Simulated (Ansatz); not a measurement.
# CH3FO (SMILES OCF) at CCSDT(Q)/STO-3G

Aim: the energy change on altering one bond length of CH3FO at CCSDT(Q)/STO-3G, from 2 runs. 

The calculation is run with Ansatz 0.2.0.

68 further runs of the same task are left out: 2 that didn't finish, 66 set aside as unsound or not needed.

**1. Starting point**

The species is CH3FO (6 atoms), meant as a singlet with charge 0. SMILES: `OCF`. The coordinates come from a PBE0-D4/def2-TZVP relaxation. This is one conformer, not always the lowest.

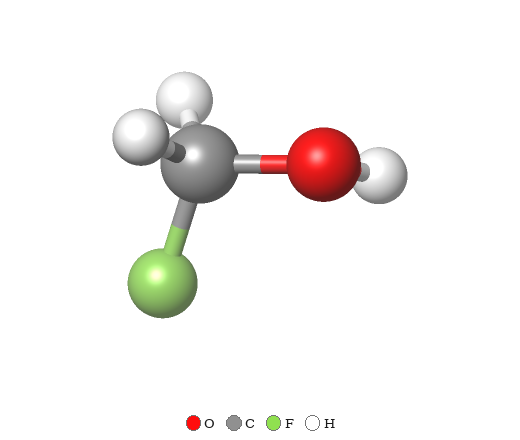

The structure, seen from a chosen angle (oxygen red, carbon grey, fluorine green, hydrogen white).

**2. A single-point energy at CCSDT(Q)/STO-3G**

Input file run.yaml:

```yaml
basis:
  gaussian:
    orbitals: STO-3G
crystal:
  periodic: [false, false, false]
  atoms:
    - symbol: O
      position_ang: [-0.794000, -0.697200, -0.247400]
    - symbol: C
      position_ang: [0.250200, 0.049000, 0.230800]
    - symbol: F
      position_ang: [-0.094100, 1.383200, 0.323800]
    - symbol: H
      position_ang: [-0.928700, -0.495100, -1.178000]
    - symbol: H
      position_ang: [1.136800, 0.004900, -0.412500]
    - symbol: H
      position_ang: [0.472100, -0.308800, 1.237300]
correlation:
  method: ccsdt_q
  frozen_orbitals: {C: 1, F: 1, H: 0, O: 1}
accuracy: high
scf:
  omitted_lower_state_checks: [cluster_reference, increment]
```

Launch:

```
ansatz run run.yaml --threads 1 --pin off --max-ram 2610MiB --events-out events.jsonl --progress --plain --runs-dir runs
```

Output, shortened:

```text
Warning: RAYON_NUM_THREADS=1 ignored (pool sized by the plan → 1); use --threads N
Functional definition: HF
  name "HF"
[...]
322 factors; integrals over basis functions are off by at most 3.3e-8 eV
[...]
mean field -5741.67776127 eV, -211.0027658775 hartree, gradient 2.3e-8 eV, S^2 0.000000; 0 other end points of the search recorded, 0 dependent functions left out
3 core orbitals not correlated: weight in the atoms' cores, before any rotation towards them, 1.000 or more for the frozen orbitals, at most 0.000 for the correlated occupied ones
reference -5741.67776127 eV, -211.0027658775 hartree; 10, 10 occupied and 5, 5 virtual orbitals, 322 factors
second order -2.70431161 eV of doubles, -0.00000000 eV of singles
cycle   1  -3.26888282 eV  change   -5.6e-1 eV  update   6.3e-2
[...]
cycle  22  -3.63521461 eV  change   -1.2e-9 eV  update   1.4e-9
perturbative correction -0.00119962 eV, -0.0000440851 hartree
Total energy: -5745.31417549 eV, -211.1364016356 hartree
Checks for a lower state left out: cluster_reference, increment
```

Run time: 0.56 s. Hardware: 1 thread of Arm Neoverse V1, shared host.

**3. The distorted shape**

Input file run.yaml:

```yaml
basis:
  gaussian:
    orbitals: STO-3G
crystal:
  periodic: [false, false, false]
  atoms:
    - symbol: O
      position_ang: [-0.760327, -0.747722, -0.014764]
    - symbol: C
      position_ang: [0.283873, -0.001522, 0.463436]
    - symbol: F
      position_ang: [-0.060427, 1.332678, 0.556436]
    - symbol: H
      position_ang: [-0.928700, -0.495100, -1.178000]
    - symbol: H
      position_ang: [1.170473, -0.045622, -0.179864]
    - symbol: H
      position_ang: [0.505773, -0.359322, 1.469936]
correlation:
  method: ccsdt_q
  frozen_orbitals: {C: 1, F: 1, H: 0, O: 1}
accuracy: high
scf:
  omitted_lower_state_checks: [cluster_reference, increment]
```

Launch:

```
ansatz run run.yaml --threads 1 --pin off --max-ram 2610MiB --events-out events.jsonl --progress --plain --runs-dir runs
```

Output, shortened:

```text
Warning: RAYON_NUM_THREADS=1 ignored (pool sized by the plan → 1); use --threads N
[... 2 set-up lines as earlier in the session ...]
[...]
322 factors; integrals over basis functions are off by at most 3.7e-8 eV
[...]
mean field -5740.68887213 eV, -210.9664248721 hartree, gradient 1.6e-8 eV, S^2 0.000000; 0 other end points of the search recorded, 0 dependent functions left out
3 core orbitals not correlated: weight in the atoms' cores, before any rotation towards them, 1.000 or more for the frozen orbitals, at most 0.000 for the correlated occupied ones
reference -5740.68887213 eV, -210.9664248721 hartree; 10, 10 occupied and 5, 5 virtual orbitals, 322 factors
second order -3.05414608 eV of doubles, -0.00000000 eV of singles
cycle   1  -3.71443508 eV  change   -6.6e-1 eV  update   7.3e-2
[...]
cycle  26  -4.17377765 eV  change  -1.6e-10 eV  update   1.5e-9
perturbative correction -0.00236724 eV, -0.0000869944 hartree
Total energy: -5744.86501702 eV, -211.1198953661 hartree
Checks for a lower state left out: cluster_reference, increment
```

It took 0.6 s on 1 thread of Arm Neoverse V1, shared host.

**4. Results**

Level: CCSDT(Q)/STO-3G, 3 core orbitals frozen.

| quantity | value |
| --- | --- |
| first shape: total energy | -211.13640 Eh |
| first shape: correlation energy (3 core orbitals frozen) | -133.6 mEh |
| first shape: T1 diagnostic | 0.008 |
| distorted shape: total energy | -211.11990 Eh |
| distorted shape: correlation energy (3 core orbitals frozen) | -153.5 mEh |
| distorted shape: T1 diagnostic | 0.009 |
| energy change with the O1–H4 bond stretched from 0.962 to 1.202 Å | 0.449 eV |

What this shows: With the O1–H4 bond stretched from 0.962 to 1.202 Å the energy rises by 0.45 eV (43.3 kJ/mol). The first shape isn't relaxed at this level, so the change isn't measured from a minimum. The minimal basis adds a large error of its own.
